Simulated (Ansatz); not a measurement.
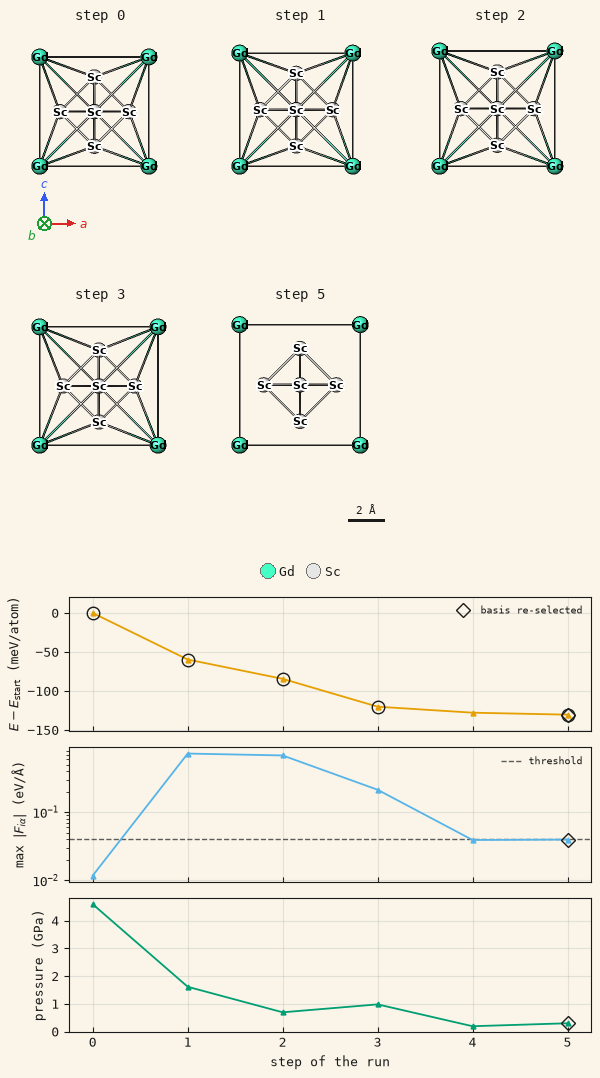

Frames of a relaxation of a crystal of GdSc₆ (a generated structure, set up in Pm-3m) (coarse preliminary run), marked on the history of the run. The picture is a ball-and-stick view of the cell of the calculation, seen along the b axis.

Method: DFT PBE, scalar-relativistic, plane waves, PAW in Ansatz 0.2.0. Settings: plane-wave cutoff 420 eV; k-point mesh 4 × 4 × 4; occupations gaussian; smearing width 0.1 eV; collinear spin; cell and atoms relaxed; force threshold 0.04 eV/Å; at most 70 steps.

What happens along the run?

The largest moves relative to the cell, 0.10 Å, are those of Sc atoms. Gd stays in place. The volume changes by +34.6 %, with a = b = c 6.138 → 6.777 Å (+10.4 %). Some distances before and after: Gd–Sc 4.483 → 4.977 Å, Sc–Sc 2.246 → 2.684 Å, Sc–Sc 2.752 → 2.894 Å. The space group stays Pm-3m (No. 221). After 4 accepted moves (5 points after the start) the energy has fallen by 130 meV per atom. The largest force component goes from 0.012 to 0.04 eV/Å. Pressure: 4.59 GPa at the start and 0.30 GPa at the end. The SCF was repeated once at an unchanged geometry on a basis and grid sized afresh for the cell, which shifted the energy by 2.5 meV per atom at most. The run may lie on a higher electronic state than the lowest, so the end point isn't shown to be the ground-state structure. From step 0 to 1: Sc atoms move most (0.02 Å), volume +11.0 %, energy −59.6 meV per atom. From step 1 to 2: Sc atoms move most (0.02 Å), volume +5.7 %, energy −24.7 meV per atom. From step 2 to 3: Sc atoms move most (0.10 Å), volume +8.3 %, energy −35.7 meV per atom. From step 3 to 5: volume +5.9 %, energy −10.2 meV per atom.

```json
{"step": "0", "E − E(0), meV/atom": "0.00", "largest force component, eV/Å": "0.0118", "pressure, GPa": "4.59", "volume, Å³/atom": "33.029", "note": ""}
{"step": "1", "E − E(0), meV/atom": "-59.58", "largest force component, eV/Å": "0.7239", "pressure, GPa": "1.62", "volume, Å³/atom": "36.662", "note": ""}
{"step": "2", "E − E(0), meV/atom": "-84.30", "largest force component, eV/Å": "0.6789", "pressure, GPa": "0.70", "volume, Å³/atom": "38.767", "note": ""}
{"step": "3", "E − E(0), meV/atom": "-119.97", "largest force component, eV/Å": "0.2133", "pressure, GPa": "0.98", "volume, Å³/atom": "41.974", "note": ""}
{"step": "4", "E − E(0), meV/atom": "-127.65", "largest force component, eV/Å": "0.0391", "pressure, GPa": "0.20", "volume, Å³/atom": "44.467", "note": ""}
{"step": "5", "E − E(0), meV/atom": "-130.16", "largest force component, eV/Å": "0.0397", "pressure, GPa": "0.30", "volume, Å³/atom": "44.467", "note": "same geometry, new basis"}
```
